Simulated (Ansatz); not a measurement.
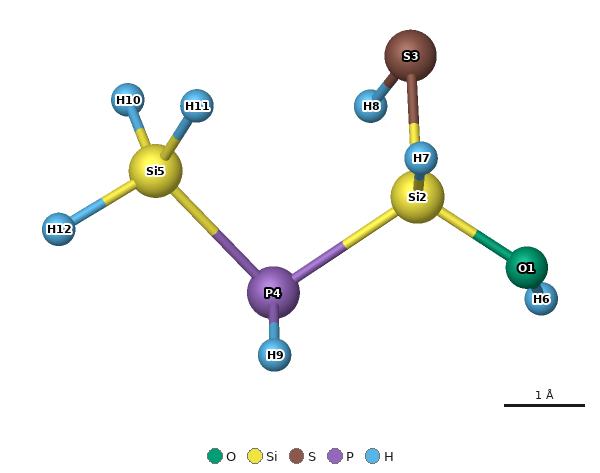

Figure 1. The structure as given in the input (ball-and-stick view, seen at a tilt; atoms are numbered from 1 in the order of the input). Bond lengths as drawn: H–O 0.96 Å, H–P 1.42 Å, H–S 1.34 Å, H–Si 1.48 to 1.49 Å, O–Si 1.64 Å, P–Si 2.24 to 2.25 Å and S–Si 2.14 Å.

## Single-point calculation of Si2PH7SO

Si2PH7SO, SMILES O[SiH](S)P[SiH3], computed with RKS PBE0-D4/def2-SVP (Ansatz 0.2.0).

The geometry comes from this level: PBE0-D4/def2-TZVP.

Output:
```
Functional definition: PBE0
  name "PBE0"
  cite "Adamo & Barone, J. Chem. Phys. 110, 6158 (1999) doi:10.1063/1.478522"
  cite "Perdew, Burke & Ernzerhof, Phys. Rev. Lett. 77, 3865 (1996) doi:10.1103/PhysRevLett.77.3865"
  parent pbe
  parameter a = 0.25
  parameter kappa = 0.804
  parameter beta = 0.06672455060314922
  exchange = (1 - a)*pbe_x(kappa = kappa, mu = beta*pi^2/3) + a*exact_x
  correlation = pbe_c(beta = beta)
1143 factors; integrals over basis functions are off by at most 1.3e-3 eV
mean field evaluation 1: about -38009.8294 eV, gradient 4.6e1 eV
mean field evaluation 2: about -38003.2212 eV, gradient 7.5e1 eV
mean field evaluation 4: about -38013.5843 eV, gradient 1.9e0 eV
mean field evaluation 8: about -38013.6737 eV, gradient 1.8e-1 eV
mean field evaluation 16: about -38013.6738 eV, gradient 4.7e-5 eV
mean field -38013.67379439 eV, -1396.9767453501 hartree, gradient 4.7e-5 eV, S^2 0.000000; 0 other end points of the search recorded, 0 dependent functions left out
reference -38013.67382254 eV, -1396.9767463849 hartree; 37, 37 occupied and 84, 84 virtual orbitals, 1143 factors
Total energy: -38014.01388453 eV, -1396.9892434325 hartree
```

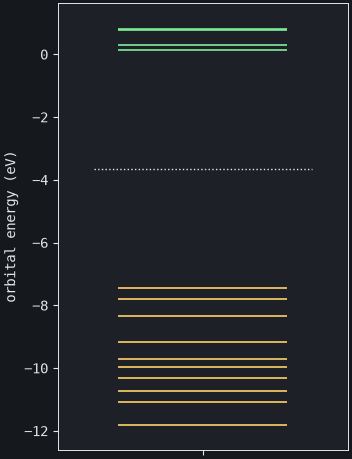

Figure 2. Orbital energies near the frontier; the dotted line parts filled from empty levels, and levels within 0.02 eV of each other stand side by side. Highest filled −7.44 eV, lowest empty 0.15 eV, 7.59 eV apart.

The run was set up as follows.

Input file:
```yaml
crystal:
  periodic: [false, false, false]
  atoms:
    - {symbol: O, position_ang: [-0.741915, 2.440814, 1.175512]}
    - {symbol: Si, position_ang: [-0.202041, 0.915482, 0.899878]}
    - {symbol: S, position_ang: [-1.353642, -0.633132, 1.825686]}
    - {symbol: P, position_ang: [-0.206846, 0.448579, -1.290723]}
    - {symbol: Si, position_ang: [0.916190, -1.492576, -1.070701]}
    - {symbol: H, position_ang: [-1.610366, 2.678412, 0.845961]}
    - {symbol: H, position_ang: [1.119553, 0.866389, 1.560511]}
    - {symbol: H, position_ang: [-2.237643, -0.726173, 0.816905]}
    - {symbol: H, position_ang: [0.936796, 1.241727, -1.580052]}
    - {symbol: H, position_ang: [-0.081672, -2.579480, -0.920778]}
    - {symbol: H, position_ang: [1.843863, -1.510245, 0.090999]}
    - {symbol: H, position_ang: [1.694722, -1.704997, -2.319198]}
basis:
  gaussian: {orbitals: def2-SVP}
hamiltonian: {xc: pbe0, dispersion: d4}
output: {orbitals: {seedname: orbitals}}
```

Command:
```bash
ansatz run in.yaml --threads 4 --pin off --events-out ev --progress --plain --max-ram 10444MiB
```

Key numbers:

| quantity | value |
| --- | --- |
| outcome | converged |
| total energy | −38014.0139 eV |
| mean-field energy | −38013.6738 eV |
| dispersion energy | −0.3401 eV |
| SCF solution under orbital rotations | stable |
| HOMO | −7.44 eV |
| LUMO | 0.15 eV |
| hardware | 4 threads of Arm Neoverse V1, 23 GiB of memory available, shared host |
| wall time | 1.6 s (CPU time 6 s) |
| peak memory | 0.28 GiB |
